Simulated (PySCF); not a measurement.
# C₂H₄N₂Si: NMR shifts at several levels of theory, part 2 of 2

PySCF 2.14.0. Atoms count from 0. The steps go on from the part before.

**9. NMR shieldings: KT3/pcSseg-2**

Job settings and geometry (Å):

```
{"job": {"kind": "nmr", "xc": "KT3", "basis": "pcSseg-2", "pop": false}, "charge": 0, "multiplicity": 1}
C     -1.415693     0.333699     0.813275
N     -0.874723     0.237997    -0.323832
Si     0.596022    -0.634693    -0.669136
C      1.809783     0.614422    -1.316980
N      2.583713     1.384357    -1.707505
H     -2.352281     0.907881     0.936025
H     -1.016489    -0.122858     1.744887
H      1.231571    -1.282343     0.519385
H      0.344936    -1.617701    -1.752505
```

Level: GIAO KT3/pcSseg-2 NMR shielding, non-relativistic, gas phase.

The program printed:

```text
coarse grid: 8400 points
cycle   1  E = -482.7845131759  dE =  3.742e-01  |g| = 5.603e-01  |ddm| = 2.237e+00
cycle   2  E = -482.3627131965  dE =  4.218e-01  |g| = 1.397e+00  |ddm| = 1.780e+00
cycle   3  E = -482.8452206888  dE = -4.825e-01  |g| = 2.532e-01  |ddm| = 1.387e+00
cycle   4  E = -482.8562880767  dE = -1.107e-02  |g| = 1.361e-01  |ddm| = 1.873e-01
cycle   5  E = -482.8597686833  dE = -3.481e-03  |g| = 5.682e-02  |ddm| = 1.016e-01
cycle   6  E = -482.8605387152  dE = -7.700e-04  |g| = 9.551e-03  |ddm| = 3.839e-02
cycle   7  E = -482.8605638033  dE = -2.509e-05  |g| = 2.768e-03  |ddm| = 1.158e-02
cycle   8  E = -482.8605660264  dE = -2.223e-06  |g| = 4.756e-04  |ddm| = 2.979e-03
final grid: 77816 points
cycle   9  E = -482.8817493488  dE = -2.626e-04  |g| = 1.128e-02  |ddm| = 1.082e-01
cycle  10  E = -482.8817388458  dE =  1.050e-05  |g| = 1.009e-02  |ddm| = 1.015e-02
cycle  11  E = -482.8817358414  dE =  3.004e-06  |g| = 9.707e-03  |ddm| = 1.088e-02
cycle  12  E = -482.8817568924  dE = -2.105e-05  |g| = 1.681e-03  |ddm| = 4.710e-03
cycle  13  E = -482.8817574782  dE = -5.858e-07  |g| = 5.716e-04  |ddm| = 1.523e-03
cycle  14  E = -482.8817575453  dE = -6.714e-08  |g| = 2.156e-04  |ddm| = 4.719e-04
cycle  15  E = -482.8817575567  dE = -1.136e-08  |g| = 4.790e-05  |ddm| = 1.482e-04
cycle  16  E = -482.8817575573  dE = -6.769e-10  |g| = 5.884e-06  |ddm| = 4.902e-05
converged SCF energy = -482.8817575573

GIAO shielding tensors (ppm)
atom      isotropic    diamagn.    paramagn.     s11        s22        s33       span
  0 C        9.905     250.919    -241.013    -78.893     -8.460    117.069    195.961
  1 N     -112.810     324.124    -436.933   -457.488   -146.751    265.811    723.299
  2 Si     417.642     879.374    -461.732    353.253    430.631    469.043    115.790
  3 C       67.741     262.956    -195.215    -42.200    -38.897    284.321    326.521
  4 N      -81.046     331.462    -412.508   -271.537   -262.892    291.293    562.830
  5 H       22.774      28.238      -5.464     21.902     22.800     23.621      1.718
  6 H       22.691      30.752      -8.062     20.702     22.194     25.176      4.474
  7 H       26.538      29.674      -3.136     24.011     25.285     30.317      6.306
  8 H       26.293      28.277      -1.984     24.199     24.779     29.900      5.701
```

It took 28 s on 1 thread of Arm Neoverse V1, shared host; peak memory 0.74 GiB.

Key values: δ C0 171.4, C3 113.6, N1 371.5, N4 339.8, H6 8.66, H5 8.58 ppm.

**10. Shielding tensors: B97-D/pcSseg-2**

Settings changed since step 9:

```diff
@@ -1,2 +1,2 @@
-{"job": {"kind": "nmr", "xc": "KT3", "basis": "pcSseg-2", "pop": false}, "charge": 0, "multiplicity": 1}
+{"job": {"kind": "nmr", "xc": "B97-D", "basis": "pcSseg-2", "pop": false}, "charge": 0, "multiplicity": 1}
 C     -1.415693     0.333699     0.813275
```

Method: GIAO B97-D/pcSseg-2 NMR shielding, non-relativistic, gas phase.

The program printed:

```text
coarse grid: 8400 points
cycle   1  E = -477.4589563426  dE =  3.569e-01  |g| = 5.630e-01  |ddm| = 2.300e+00
cycle   2  E = -477.0437944486  dE =  4.152e-01  |g| = 1.405e+00  |ddm| = 1.675e+00
cycle   3  E = -477.5162652145  dE = -4.725e-01  |g| = 2.745e-01  |ddm| = 1.321e+00
cycle   4  E = -477.5296284845  dE = -1.336e-02  |g| = 1.343e-01  |ddm| = 1.827e-01
cycle   5  E = -477.5328380685  dE = -3.210e-03  |g| = 6.096e-02  |ddm| = 9.957e-02
cycle   6  E = -477.5337062734  dE = -8.682e-04  |g| = 1.030e-02  |ddm| = 3.950e-02
cycle   7  E = -477.5337374227  dE = -3.115e-05  |g| = 2.685e-03  |ddm| = 1.196e-02
cycle   8  E = -477.5337394451  dE = -2.022e-06  |g| = 4.927e-04  |ddm| = 2.732e-03
final grid: 77816 points
cycle   9  E = -477.5382896073  dE = -8.797e-05  |g| = 8.486e-03  |ddm| = 5.922e-02
cycle  10  E = -477.5382481927  dE =  4.141e-05  |g| = 1.543e-02  |ddm| = 1.569e-02
cycle  11  E = -477.5382920295  dE = -4.384e-05  |g| = 6.256e-03  |ddm| = 1.224e-02
cycle  12  E = -477.5382999302  dE = -7.901e-06  |g| = 2.073e-03  |ddm| = 3.222e-03
cycle  13  E = -477.5383007638  dE = -8.336e-07  |g| = 7.783e-04  |ddm| = 1.533e-03
cycle  14  E = -477.5383009071  dE = -1.433e-07  |g| = 1.044e-04  |ddm| = 4.706e-04
cycle  15  E = -477.5383009098  dE = -2.724e-09  |g| = 4.036e-05  |ddm| = 1.256e-04
cycle  16  E = -477.5383009103  dE = -4.366e-10  |g| = 6.324e-06  |ddm| = 3.950e-05
converged SCF energy = -477.5383009103

GIAO shielding tensors (ppm)
atom      isotropic    diamagn.    paramagn.     s11        s22        s33       span
  0 C        0.384     251.289    -250.905    -90.243    -23.299    114.693    204.936
  1 N     -130.502     325.216    -455.718   -496.088   -162.978    267.561    763.649
  2 Si     399.171     878.315    -479.144    332.241    413.020    452.251    120.011
  3 C       59.818     263.794    -203.977    -53.673    -50.698    283.824    337.497
  4 N      -92.626     332.044    -424.670   -288.010   -280.640    290.772    578.782
  5 H       22.660      28.499      -5.839     21.888     22.580     23.511      1.623
  6 H       22.517      30.516      -8.000     20.640     22.243     24.666      4.027
  7 H       26.522      29.557      -3.035     24.032     25.261     30.273      6.242
  8 H       26.260      28.278      -2.017     24.240     24.768     29.774      5.534
```

Wall time 28 s (1 thread of Arm Neoverse V1, shared host); peak memory 0.74 GiB.

This run: δ C0 178.6, C3 119.2, N1 388.4, N4 350.5, H6 8.88, H5 8.74 ppm.

**11. Shielding tensors: B3LYP/pcSseg-2**

Settings changed since step 10:

```diff
@@ -1,2 +1,2 @@
-{"job": {"kind": "nmr", "xc": "B97-D", "basis": "pcSseg-2", "pop": false}, "charge": 0, "multiplicity": 1}
+{"job": {"kind": "nmr", "xc": "B3LYP", "basis": "pcSseg-2", "pop": false}, "charge": 0, "multiplicity": 1}
 C     -1.415693     0.333699     0.813275
```

Level: GIAO B3LYP/pcSseg-2 NMR shielding, non-relativistic, gas phase.

The program printed:

```text
coarse grid: 8400 points
cycle   1  E = -477.6308484290  dE =  3.742e-01  |g| = 5.284e-01  |ddm| = 2.254e+00
cycle   2  E = -477.4146508784  dE =  2.162e-01  |g| = 1.105e+00  |ddm| = 1.111e+00
cycle   3  E = -477.6903157025  dE = -2.757e-01  |g| = 1.567e-01  |ddm| = 7.750e-01
cycle   4  E = -477.6938886114  dE = -3.573e-03  |g| = 8.784e-02  |ddm| = 1.157e-01
cycle   5  E = -477.6953428084  dE = -1.454e-03  |g| = 3.069e-02  |ddm| = 5.481e-02
cycle   6  E = -477.6955556703  dE = -2.129e-04  |g| = 3.626e-03  |ddm| = 1.963e-02
cycle   7  E = -477.6955588635  dE = -3.193e-06  |g| = 1.144e-03  |ddm| = 3.688e-03
final grid: 77816 points
cycle   8  E = -477.7101602571  dE = -2.965e-05  |g| = 4.062e-03  |ddm| = 2.188e-02
cycle   9  E = -477.7101577157  dE =  2.541e-06  |g| = 5.146e-03  |ddm| = 7.242e-03
cycle  10  E = -477.7101636791  dE = -5.963e-06  |g| = 1.385e-03  |ddm| = 4.412e-03
cycle  11  E = -477.7101640466  dE = -3.675e-07  |g| = 4.369e-04  |ddm| = 7.571e-04
cycle  12  E = -477.7101640817  dE = -3.505e-08  |g| = 1.813e-04  |ddm| = 2.883e-04
cycle  13  E = -477.7101640873  dE = -5.603e-09  |g| = 6.966e-05  |ddm| = 1.158e-04
cycle  14  E = -477.7101640884  dE = -1.134e-09  |g| = 6.665e-06  |ddm| = 4.732e-05
cycle  15  E = -477.7101640884  dE = -8.640e-12  |g| = 1.164e-06  |ddm| = 5.103e-06
converged SCF energy = -477.7101640884

GIAO shielding tensors (ppm)
atom      isotropic    diamagn.    paramagn.     s11        s22        s33       span
  0 C       -5.398     249.104    -254.501   -104.437    -28.426    116.669    221.106
  1 N     -153.293     324.836    -478.129   -545.913   -185.925    271.958    817.871
  2 Si     386.905     876.968    -490.063    317.542    402.219    440.954    123.412
  3 C       53.307     263.554    -210.247    -64.904    -61.926    286.751    351.655
  4 N     -108.387     330.243    -438.629   -311.639   -304.405    290.884    602.523
  5 H       22.688      28.631      -5.942     21.840     22.471     23.755      1.915
  6 H       22.635      30.467      -7.832     20.602     22.344     24.959      4.357
  7 H       26.582      29.232      -2.650     24.122     25.260     30.364      6.242
  8 H       26.283      28.078      -1.795     24.189     24.763     29.896      5.707
```

It took 19 s on 1 thread of Arm Neoverse V1, shared host; peak memory 1 GiB.

In short: δ C0 184.6, C3 125.9, N1 411.8, N4 366.9, H6 8.75, H5 8.70 ppm.

**12. Comparing the runs: NMR shifts**

Shifts (ppm) of some atoms, chosen among heavy atoms and hydrogens apart, means over like atoms, with basis size and wall time:

| run | C0 | C3 | H6 | H7 | N1 | N4 | Si2 | functions | time |
| --- | --- | --- | --- | --- | --- | --- | --- | --- | --- |
| HF/pcSseg-2 | 180.2 | 133.8 | 8.22 | 4.61 | 395.6 | 374.3 | -54.4 | 243 | 11 s |
| LDA/pcSseg-2 | 196.3 | 128.1 | 9.16 | 5.44 | 434.2 | 381.5 | -60.1 | 243 | 24 s |
| PBE/pcSseg-2 | 185.9 | 123.0 | 9.00 | 5.19 | 408.6 | 366.1 | -61.1 | 243 | 29 s |
| BLYP/pcSseg-2 | 183.0 | 121.5 | 8.92 | 5.07 | 411.2 | 363.1 | -66.7 | 243 | 28 s |
| BP86/pcSseg-2 | 185.1 | 122.3 | 8.97 | 5.19 | 403.8 | 363.1 | -61.8 | 243 | 28 s |
| OPBE/pcSseg-2 | 181.0 | 120.7 | 8.97 | 5.10 | 385.0 | 354.5 | -55.1 | 243 | 30 s |
| KT2/pcSseg-2 | 174.1 | 113.7 | 8.68 | 5.16 | 377.5 | 344.6 | -59.1 | 243 | 30 s |
| KT3/pcSseg-2 | 171.4 | 113.6 | 8.66 | 4.94 | 371.5 | 339.8 | -59.4 | 243 | 28 s |
| B97-D/pcSseg-2 | 178.6 | 119.2 | 8.88 | 5.00 | 388.4 | 350.5 | -62.6 | 243 | 28 s |
| B3LYP/pcSseg-2 | 184.6 | 125.9 | 8.75 | 4.96 | 411.8 | 366.9 | -62.3 | 243 | 19 s |

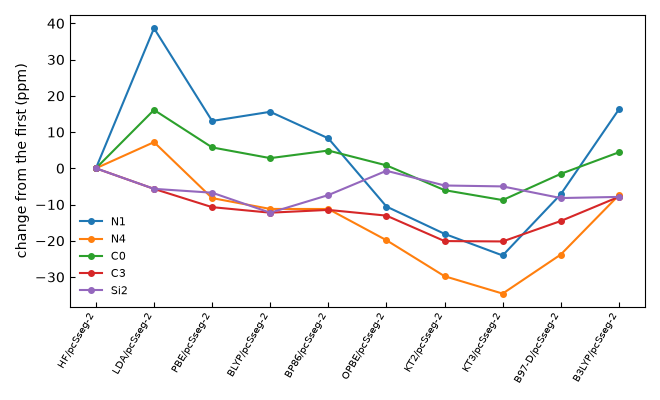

How five of the tabulated atoms move from run to run.

**13. Summary of results**

The summary covers parts 1 to 2.

| quantity | value |
| --- | --- |
| ¹³C shifts against TMS (HF/pcSseg-2) | 180.2, 133.8 ppm |
| ¹H shifts against TMS (HF/pcSseg-2, means over atoms taken as alike) | 8.43, 8.22, 4.61 ppm |
| ¹⁵N shifts against NH3 (HF/pcSseg-2) | 395.6, 374.3 ppm |
| ²⁹Si shifts against TMS (HF/pcSseg-2) | -54.4 ppm |
| range of the shift of N1 | 371.5 to 434.2 ppm |

Single values in the summary come from the first run of each kind that ended normally (HF/pcSseg-2), which need not be the best level. At HF/pcSseg-2: The largest span, 820 ppm, is at N1, where the paramagnetic term is -462 ppm. Across the 10 runs the shift of N1 moves most, between 371.5 (KT3/pcSseg-2) and 434.2 ppm (LDA/pcSseg-2).
